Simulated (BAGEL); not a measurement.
# GeH3O (SMILES [OH][GeH2]): UHF/6-31G(d) (density fitting with qzvpp-jkfit, spherical functions)

What is the energy change on altering one bond length of GeH3O at UHF/6-31G* (density fitting with qzvpp-jkfit, spherical functions)? 

The results are computed with BAGEL 1.2.2.

4 further runs of the same task are left out: 2 that didn't finish, 2 set aside as unsound or not needed. Runs told in other sessions of the task aren't counted.

## 1. The structure to begin with

GeH3O: 5 atoms, total charge 0, spin state doublet. SMILES: `[OH][GeH2]`. The coordinates come from a PBE0-D4/def2-TZVP relaxation. This is one conformer, not always the lowest.

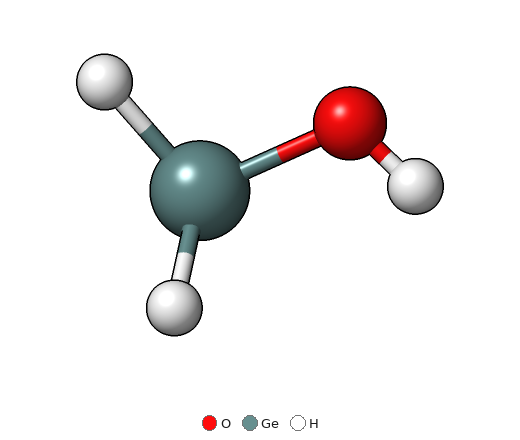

The structure, seen from a chosen angle (oxygen red, germanium teal, hydrogen white).

## 2. The energy at UHF/6-31G(d) (density fitting with qzvpp-jkfit, spherical functions)

The input, input.json:

```json
{ "bagel" : [

{
  "title" : "molecule",
  "basis" : "6-31gs.json",
  "df_basis" : "qzvpp-jkfit",
  "angstrom" : true,
  "geometry" : [
    { "atom" : "O", "xyz" : [       0.355500,      -1.075800,       0.460700 ] },
    { "atom" : "Ge", "xyz" : [      -0.520100,       0.416100,       0.017700 ] },
    { "atom" : "H", "xyz" : [       1.097400,      -0.907600,       1.046500 ] },
    { "atom" : "H", "xyz" : [      -1.396800,      -0.014400,      -1.180300 ] },
    { "atom" : "H", "xyz" : [       0.513900,       1.508000,      -0.385900 ] }
  ]
},

{ "title" : "uhf", "nopen" : 1 },

{ "title" : "print", "file" : "orbitals.molden", "orbitals" : true }

]}
```

The basis set 6-31G* is read from a file made from the Basis Set Exchange's data (not shown).

Started as:

```bash
$ BAGEL_NUM_THREADS=1 BAGEL input.json > input.out
```

The log of the run:

```text
* using 1 threads per process

  ===============================================================
  ===============================================================

  *** Geometry ***

  { "atom" : "O", "xyz" : [      0.671798,     -2.032967,      0.870597 ] },
  { "atom" : "Ge", "xyz" : [     -0.982847,      0.786315,      0.033448 ] },
  { "atom" : "H", "xyz" : [      2.073785,     -1.715115,      1.977598 ] },
  { "atom" : "H", "xyz" : [     -2.639569,     -0.027212,     -2.230444 ] },
  { "atom" : "H", "xyz" : [      0.971130,      2.849707,     -0.729245 ] },

  Number of auxiliary basis functions:      397

  Since a DF basis is specified, we compute 2- and 3-index integrals:
    o Being stored without compression. Storage requirement is 0.009 GB

  Number of basis functions:       52
  Number of electrons      :       43

    * METHOD: MOLECULE                             0.10

  *** Open-shell HF ***

  === Nuclear Repulsion ===
   113.0837636806

      * DIIS with orbital gradients will be used.

  === UHF iteration (6-31gs.json) ===
      0      -2151.47248335          0.05552688           0.04
      1      -2151.55862852          0.04213188           0.03
      2      -2151.60409247          0.03030313           0.03
      3      -2151.64913193          0.00138708           0.03
      4      -2151.64962294          0.00057455           0.03
      5      -2151.64969697          0.00025093           0.03
      6      -2151.64972430          0.00008193           0.03
      7      -2151.64973001          0.00002265           0.03
      8      -2151.64973094          0.00000924           0.04
      9      -2151.64973117          0.00000501           0.03
     10      -2151.64973123          0.00000224           0.03
     11      -2151.64973124          0.00000120           0.03
     12      -2151.64973125          0.00000060           0.03
     13      -2151.64973125          0.00000028           0.03
     14      -2151.64973125          0.00000013           0.04
     15      -2151.64973125          0.00000007           0.03
     16      -2151.64973125          0.00000004           0.03
     17      -2151.64973125          0.00000002           0.03
     18      -2151.64973125          0.00000001           0.03
     19      -2151.64973125          0.00000001           0.03
    * SCF iteration converged.

    * S^2 (UHF) is 0.7541

    * Permanent dipole moment:
           (   -0.164844,    -0.649827,    -0.275513) a.u.

    * METHOD: UHF                                  0.79

    * METHOD: PRINT                                0.00

  ===============================================================
```

It took 1.1 s on 1 thread of AMD EPYC 9R45 (Zen 5), shared host.

## 3. The distorted shape at the same level

The input, input.json:

```json
{ "bagel": [

{
  "title": "molecule",
  "basis": "6-31gs.json",
  "df_basis": "qzvpp-jkfit",
  "angstrom": true,
  "geometry": [
    { "atom": "O", "xyz": [       0.132916,      -1.126263,       0.284949 ] },
    { "atom": "Ge", "xyz": [      -0.742684,       0.365637,      -0.158051 ] },
    { "atom": "H", "xyz": [       1.097400,      -0.907600,       1.046500 ] },
    { "atom": "H", "xyz": [      -1.619384,      -0.064863,      -1.356051 ] },
    { "atom": "H", "xyz": [       0.291316,       1.457537,      -0.561651 ] }
  ]
},

{ "title": "uhf", "nopen": 1 },

{ "title": "print", "file": "orbitals.molden", "orbitals": true }

]}
```

The basis set 6-31G* is read from a file made from the Basis Set Exchange's data (not shown).

Started as:

```bash
$ BAGEL_NUM_THREADS=1 BAGEL input.json > input.out
```

The log of the run:

```text
* using 1 threads per process

  ===============================================================
  ===============================================================

  *** Geometry ***

  { "atom" : "O", "xyz" : [      0.251175,     -2.128329,      0.538476 ] },
  { "atom" : "Ge", "xyz" : [     -1.403469,      0.690954,     -0.298673 ] },
  { "atom" : "H", "xyz" : [      2.073785,     -1.715115,      1.977598 ] },
  { "atom" : "H", "xyz" : [     -3.060192,     -0.122573,     -2.562565 ] },
  { "atom" : "H", "xyz" : [      0.550507,      2.754346,     -1.061367 ] },

  Number of auxiliary basis functions:      397

  Since a DF basis is specified, we compute 2- and 3-index integrals:
    o Being stored without compression. Storage requirement is 0.009 GB

  Number of basis functions:       52
  Number of electrons      :       43

    * METHOD: MOLECULE                             0.10

  *** Open-shell HF ***

  === Nuclear Repulsion ===
   111.4435353636

      * DIIS with orbital gradients will be used.

  === UHF iteration (6-31gs.json) ===
      0      -2151.39527941          0.05920918           0.04
      1      -2151.45940296          0.05138154           0.04
      2      -2151.50810881          0.04250281           0.04
      3      -2151.59621377          0.00203047           0.04
      4      -2151.59705434          0.00066111           0.04
      5      -2151.59718271          0.00029568           0.04
      6      -2151.59721554          0.00010986           0.03
      7      -2151.59722657          0.00003355           0.03
      8      -2151.59723002          0.00001365           0.04
      9      -2151.59723152          0.00000695           0.04
     10      -2151.59723224          0.00000279           0.04
     11      -2151.59723270          0.00000134           0.04
     12      -2151.59723311          0.00000109           0.04
     13      -2151.59723337          0.00000104           0.04
     14      -2151.59723357          0.00000099           0.04
     15      -2151.59723393          0.00000083           0.04
     16      -2151.59723430          0.00000058           0.04
     17      -2151.59723437          0.00000023           0.04
     18      -2151.59723436          0.00000012           0.04
     19      -2151.59723437          0.00000007           0.04
     20      -2151.59723437          0.00000004           0.04
     21      -2151.59723437          0.00000002           0.04
     22      -2151.59723437          0.00000002           0.04
     23      -2151.59723437          0.00000001           0.04
     24      -2151.59723437          0.00000001           0.04
     25      -2151.59723437          0.00000001           0.04
    * SCF iteration converged.

    * S^2 (UHF) is 0.7553

    * Permanent dipole moment:
           (   -0.230048,    -0.648992,    -0.326378) a.u.

    * METHOD: UHF                                  1.09

    * METHOD: PRINT                                0.00

  ===============================================================
```

It took 1.4 s on 1 thread of AMD EPYC 9R45 (Zen 5), shared host.

## 4. Results

At UHF/6-31G* (density fitting with qzvpp-jkfit, spherical functions):

```
                                                         quantity           value
                                        first shape: total energy  -2151.64973 Eh
                                       first shape: dipole moment          1.84 D
                                                first shape: ⟨S²⟩           0.754
                                    distorted shape: total energy  -2151.59723 Eh
                                   distorted shape: dipole moment          1.94 D
                                            distorted shape: ⟨S²⟩           0.755
energy change with the O1–H3 bond stretched from 0.960 to 1.248 Å        1.429 eV
```

With the O1–H3 bond stretched from 0.960 to 1.248 Å the energy rises by 1.43 eV (138 kJ/mol). The first shape isn't relaxed at this level, so the change isn't measured from a minimum.
